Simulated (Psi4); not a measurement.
# C2H6Si (vinylsilane), step by step

We compute a structure relaxation (B3LYP-D3(BJ)/def2-SVP), then vibrational wavenumbers of C2H6Si (vinylsilane). 

The calculation is run with Psi4 1.11.

**1. The structure to begin with**

C2H6Si has 9 atoms, charge 0, and is taken as a singlet. SMILES: `C=C[SiH3]`. Geometry: relaxed at PBE0-D4/def2-TZVP. The run starts from this shape.

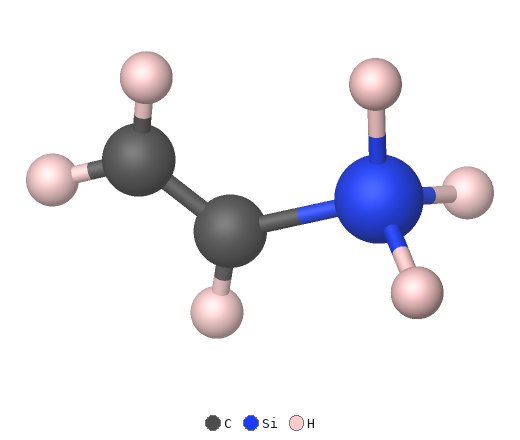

Viewed from a chosen angle; carbon dark grey, silicon blue, hydrogen pink.

**2. A geometry optimisation at B3LYP-D3(BJ)/def2-SVP (density fitting) (run 1)**

File input.in:

```
memory 1600 MB

molecule geom {
  0 1
  C     -1.34869754     1.64443967    -1.98099990
  C     -0.13473747     1.34642986     0.19955508
  Si     1.05938047    -1.76122475     1.32299726
  H     -1.71152495     0.06236096    -3.23880160
  H     -2.03466812     3.47445045    -2.61065664
  H      0.16894152     3.00844399     1.37496473
  H      3.84710444    -1.68922618     1.68903721
  H      0.42216482    -3.72729581    -0.58071284
  H     -0.10053343    -2.44587252     3.79211341
  units bohr
}

set basis def2-SVP
set reference rks
set geom_maxiter 60

energy_value, wavefunction = optimize('b3lyp-d3bj2b', return_wfn=True)
print_variables()
```

On the command line:

```sh
$ psi4 -n 1 input.in input.out
```

input.out:

```text
[...]
  Running in c1 symmetry.
[...]
  Nuclear repulsion =   98.321908384891699
[...]
  Multiplicity = 1
[...]
  Nalpha       = 16
  Nbeta        = 16
[...]
    Number of basis functions: 76
[...]
   @DF-RKS iter   1:  -368.93291522518655   -3.37914e-01   8.09054e-03 DIIS/ADIIS
[...]
   @DF-RKS iter   6:  -369.16507724227893   -3.24007e-12   9.17686e-09 DIIS
[...]
    Orbital Energies [Eh]
    ---------------------
    Doubly Occupied:
       1A    -66.109991     2A    -10.203104     3A    -10.187283
       4A     -5.280193     5A     -3.641928     6A     -3.641670
       7A     -3.641490     8A     -0.758816     9A     -0.585503
      10A     -0.521401    11A     -0.457647    12A     -0.408709
      13A     -0.352516    14A     -0.343568    15A     -0.321973
      16A     -0.281030
[...]
  @DF-RKS Final Energy:  -369.16507724227893
   => Energetics <=
    Nuclear Repulsion Energy =             97.5708625440366717
    One-Electron Energy =                -700.3855535241900725
    Two-Electron Energy =                 261.0571279799066247
    DFT Exchange-Correlation Energy =     -27.3972490847474397
    Empirical Dispersion Energy =          -0.0102651572847110
    VV10 Nonlocal Energy =                  0.0000000000000000
    Total Energy =                       -369.1650772422789260
[...]
 Multipole Moments:
 ------------------------------------------------------------------------------------
     Multipole            Electronic (a.u.)      Nuclear  (a.u.)        Total (a.u.)
 ------------------------------------------------------------------------------------
 L = 1.  Multiply by 2.5417464519 to convert [e a0] to [Debye]
 Dipole X            :          0.2297132           -0.3367884           -0.1070752
 Dipole Y            :          0.1240218            0.0988023            0.2228241
 Dipole Z            :          0.4772122           -0.5982308           -0.1210185
 Magnitude           :                                                    0.2752475
[...]
  -Total Gradient:
     Atom            X                  Y                   Z
    ------   -----------------  -----------------  -----------------
       1        0.000033838621    -0.000064020149     0.000036686777
       2        0.000005842718     0.000068941876     0.000036770999
       3       -0.000001596143    -0.000051996668    -0.000019337058
       4       -0.000003684374    -0.000020456755    -0.000012499327
       5       -0.000006891351     0.000027154676    -0.000003367666
       6       -0.000024915366     0.000049657978    -0.000026570258
       7       -0.000003185840    -0.000011170313     0.000009396538
       8       -0.000006214567     0.000014565396    -0.000007779817
       9        0.000013486129    -0.000006689060     0.000001454516
[...]
```

The script printed:

```text
Optimizer: Optimization complete!
```

Wall time 16 s (1 thread of AMD EPYC 9R45 (Zen 5), shared host); peak memory 0.65 GiB.

Steps, from the record of the run:

| step | energy from the first frame kept (eV) | largest force (eV/Å) |
| --- | --- | --- |
| 0 | 0.0000 | 0.3431 |
| 1 | -0.0114 | 0.0922 |
| 2 | -0.0115 | 0.0140 |
| 3 | -0.0116 | 0.0042 |

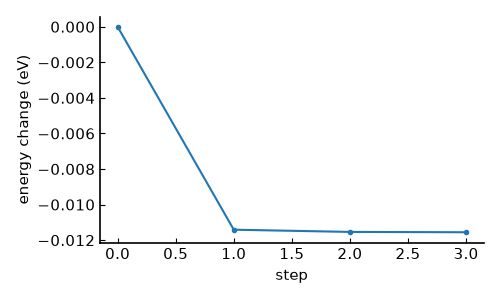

Energy along the run.

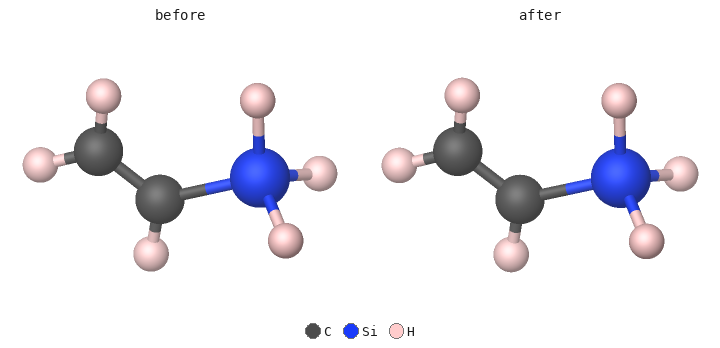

Before and after, at one scale.

After the run. Bond lengths: C1–C2 1.340 Å, C2–Si3 1.874 Å, C1–H4 1.096 Å, C1–H5 1.096 Å, C2–H6 1.099 Å, Si3–H7 1.494 Å, Si3–H8 1.492 Å, Si3–H9 1.494 Å. Some angles: C1–C2–Si3 123.7°, C1–C2–H6 117.9°, Si3–C2–H6 118.3°, C2–C1–H4 121.9°, C2–C1–H5 122.1°, C2–Si3–H7 110.9°, C2–Si3–H8 109.1°, C2–Si3–H9 110.9°, H4–C1–H5 116.0°, H7–Si3–H8 109.2°.

**3. Vibrational wavenumbers at B3LYP-D3(BJ)/def2-SVP (density fitting) (run 2)**

File input.dat:

```
memory 1600 MB

molecule m {
  0 1
  C
  C 1 1.340032
  Si 2 1.87361 1 123.71414
  H 1 1.096166 2 121.87143 3 0.00287
  H 1 1.096137 4 115.99225 2 -179.99881
  H 2 1.098814 1 117.93806 5 0.00041
  H 3 1.493926 2 110.88919 6 -59.66103
  H 3 1.49207 7 109.23659 2 120.27155
  H 3 1.493923 8 109.23918 7 -117.27158
}

set t 298.15
set rotational_symmetry_number 1

result = frequency('b3lyp-d3(bj)/def2-SVP')
```

On the command line:

```sh
$ psi4 -i input.dat -o output.dat -n 1
```

output.dat (excerpt; [...] marks lines left out):

```text
[...]
  Running in c1 symmetry.
[...]
  Nuclear repulsion =   97.570862326352213
[...]
  Multiplicity = 1
[...]
  Nalpha       = 16
  Nbeta        = 16
[...]
    Number of basis functions: 76
[...]
   @DF-RKS iter   1:  -368.93869315593230   -3.78431e-01   7.97995e-03 DIIS/ADIIS
[...]
   @DF-RKS iter  11:  -369.16507624240006   -4.54747e-13   1.30968e-09 DIIS
[...]
  @DF-RKS Final Energy:  -369.16507624240006
   => Energetics <=
    Nuclear Repulsion Energy =             97.5791925007515886
    One-Electron Energy =                -700.4029041747475048
    Two-Electron Energy =                 261.0665892718035934
    DFT Exchange-Correlation Energy =     -27.3976884496406186
    Empirical Dispersion Energy =          -0.0102653905670722
    VV10 Nonlocal Energy =                  0.0000000000000000
    Total Energy =                       -369.1650762424000618
[...]
  -Total Gradient:
     Atom            X                  Y                   Z
    ------   -----------------  -----------------  -----------------
       1        0.000001084080    -0.000065699898     0.000057249443
       2       -0.000025251074     0.000096407283     0.000062318116
       3       -0.000242451151    -0.000314798137    -0.000030753660
       4       -0.000003936050    -0.000023550387    -0.000008190116
       5        0.000004769816     0.000026360993    -0.000007007739
       6       -0.000000743578     0.000049326812    -0.000045102181
       7        0.000010346632    -0.000030887203    -0.000024349434
       8       -0.000023643092     0.000287919631     0.000283361774
       9        0.000279806287    -0.000016917168    -0.000272342289
[...]
  ==> Harmonic Vibrational Analysis <==
[...]
  Freq [cm^-1]                 137.8900            278.9897            427.7977
[...]
  IR activ [km/mol]             0.0032              0.8813              0.3701
[...]
  Freq [cm^-1]                 618.8545            717.0791            717.8882
[...]
  IR activ [km/mol]            22.0533             25.7376             73.9027
[...]
  Freq [cm^-1]                 987.9769           1019.1381           1041.3569
[...]
  IR activ [km/mol]            30.0260              8.5072              6.9303
[...]
  Freq [cm^-1]                1278.4053           1421.5937           1669.9349
[...]
  Freq [cm^-1]                2208.2588           2213.5517           2223.0323
[...]
  Freq [cm^-1]                3111.3170           3124.9616           3202.6714
[...]
```

The script printed:

```text
Warning: used thermodynamics relations inappropriate for low-frequency modes: ['137.8900' '278.9897' '427.7977' '618.8545']
```

Run time: 3.3 min. Hardware: 1 thread of AMD EPYC 9R45 (Zen 5), shared host; peak memory 0.65 GiB.

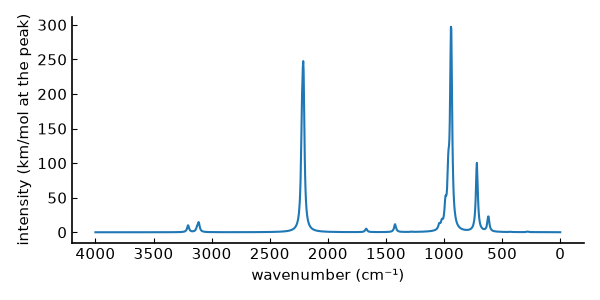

Harmonic infrared spectrum, unscaled, lines broadened by 10 cm⁻¹.

**4. What came out**

| quantity | value |
| --- | --- |
| run 1, B3LYP-D3(BJ)/def2-SVP: total energy at the end | -369.16508 Eh |
| run 1, B3LYP-D3(BJ)/def2-SVP: dipole moment | 0.70 D |
| run 1, B3LYP-D3(BJ)/def2-SVP: HOMO energy | -7.65 eV |
| run 1, B3LYP-D3(BJ)/def2-SVP: LUMO energy | -0.50 eV |
| run 1, B3LYP-D3(BJ)/def2-SVP: HOMO–LUMO gap | 7.14 eV |
| run 1, B3LYP-D3(BJ)/def2-SVP: dispersion energy | -26.95 kJ/mol |
| run 2, B3LYP-D3(BJ)/def2-SVP: lowest harmonic wavenumber | 138 cm⁻¹ |
| run 2, B3LYP-D3(BJ)/def2-SVP: highest harmonic wavenumber | 3203 cm⁻¹ |
| run 2, B3LYP-D3(BJ)/def2-SVP: zero-point energy | 174.9 kJ/mol |
| run 2, B3LYP-D3(BJ)/def2-SVP: ideal-gas entropy at 298.15 K (symmetry number 1 as used) | 68.5 cal/(mol K) |

What this shows: The optimisation (run 1, B3LYP-D3(BJ)/def2-SVP) took 4 steps and changed the energy by -0.012 eV. All 21 modes (run 2, B3LYP-D3(BJ)/def2-SVP) are real, so the shape is a minimum at this level.
